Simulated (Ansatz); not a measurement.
ClGeH3S3

```xyz
8

S    -1.2220    1.3711    1.2017
Ge    0.1452    0.2779   -0.1373
S     1.9367   -0.0771    1.0963
S    -0.6830   -1.5721   -1.0145
Cl    0.5781    1.4553   -1.8852
H    -2.0824    1.6431    0.2051
H     2.3707   -1.0566    0.2847
H    -0.9511   -2.0988    0.1934
```

Geometry: PBE0-D4/def2-TZVP.

Computed with RKS PBE0-D4/def2-TZVPP in Ansatz.

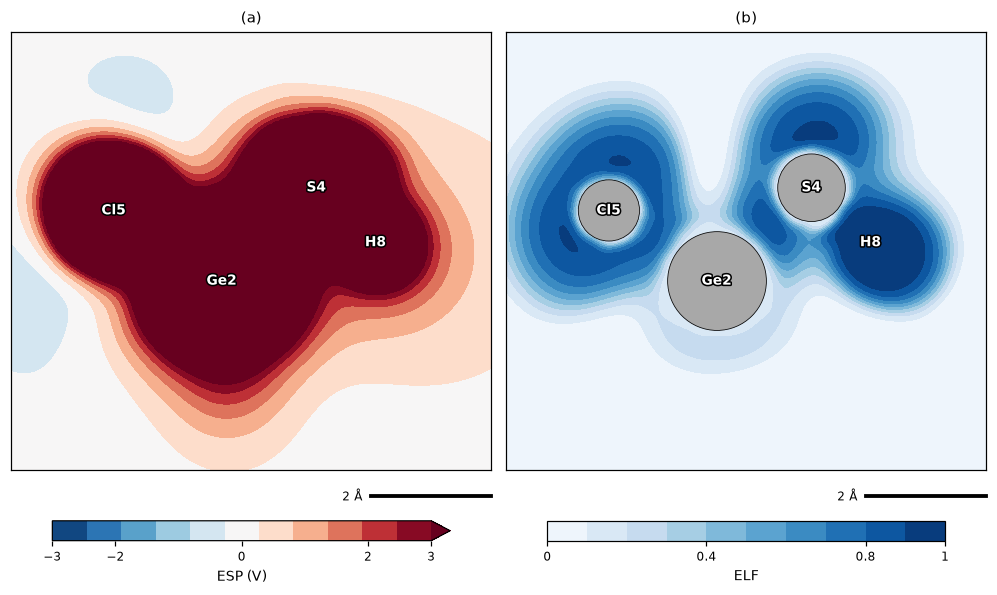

Figure 1. (a) electrostatic potential; (b) ELF on the plane of atoms Ge2, S4 and H8. Grey discs cover the atomic cores in the ELF map.

Question: What do the fields say about this system?

Answer: Atoms in the plane: Ge, S, Cl and H.
Ge–Cl (2.15 Å): the ELF peaks at about 0.85 in the valence shell of Cl, 0.9 Å from its nucleus, and is about 0.70 at the midpoint.
Ge–S (2.21 Å): the ELF peaks at about 0.85 in the valence shell of S, 0.9 Å from its nucleus, and is about 0.80 at the midpoint.
S–H (1.34 Å): the ELF climbs to about 1 towards the hydrogen, as it does in any bond to H.
The ELF also peaks beside Cl5 and S4, away from the bonds: lone-pair regions.
Outside the dense part of the molecule the potential is most negative (−0.5 V) near Cl5.

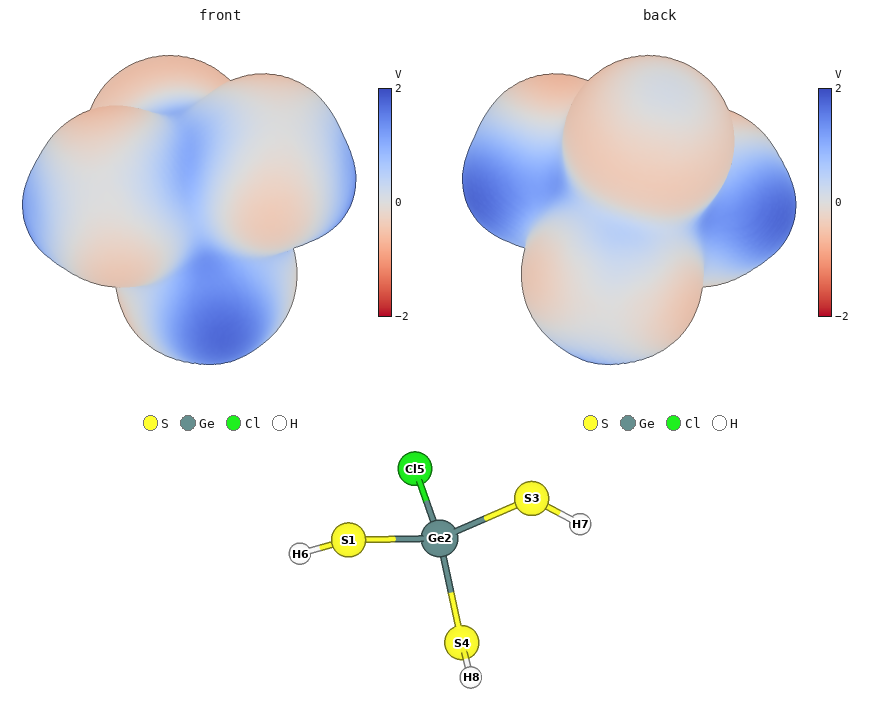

Figure 2. The molecular electrostatic potential painted on the density surface at 0.002 e/bohr³, seen from the front and from behind; red is negative and blue positive. The bare structure is drawn below in the same view.

Question: Which sites attract a positive test charge, and which a negative one?

Answer: A positive charge is drawn to the negative regions and a negative charge to the positive ones. The most negative region (about −0.5 V) lies over S1 and S3, the most positive (about +1.7 V) over H6, H7 and H8.

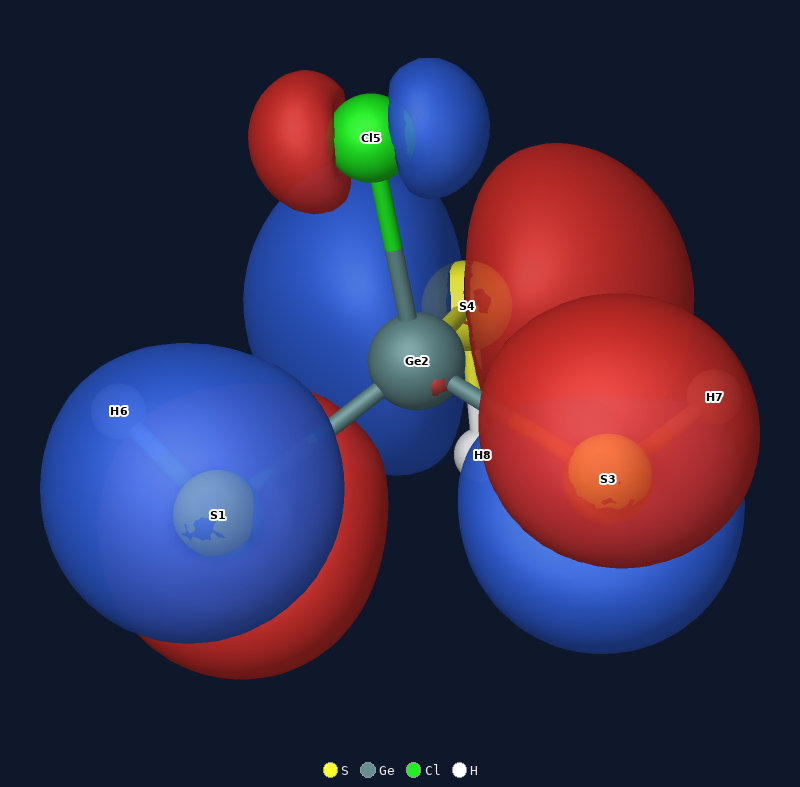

Figure 3. The HOMO at ±0.06 Å⁻³ᐟ² (red and blue are the two phases), seen from one side.

Question: What is the character of this orbital?

Answer: By Hirshfeld shares it lies mainly on S4 (about 40 %), S1 (about 30 %) and S3 (about 20 %); largely a combination of lone pairs on S4, S1 and S3. Its energy is −7.72 eV.

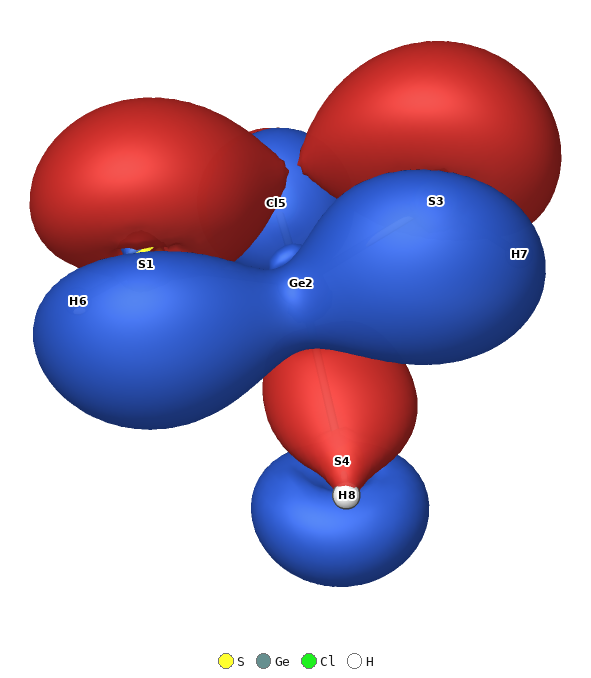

Figure 4. The HOMO−1 at ±0.06 Å⁻³ᐟ² (red and blue are the two phases), seen across its widest extent.

Question: Describe this orbital and give its energy.

Answer: It lies mainly on S3 (about 40 %), S1 (about 35 %), S4 (about 10 %), Ge2 (about 10 %) and Cl5 (about 5 %); largely a combination of lone pairs on S3, S1, S4 and Cl5. Its energy is −8.10 eV.
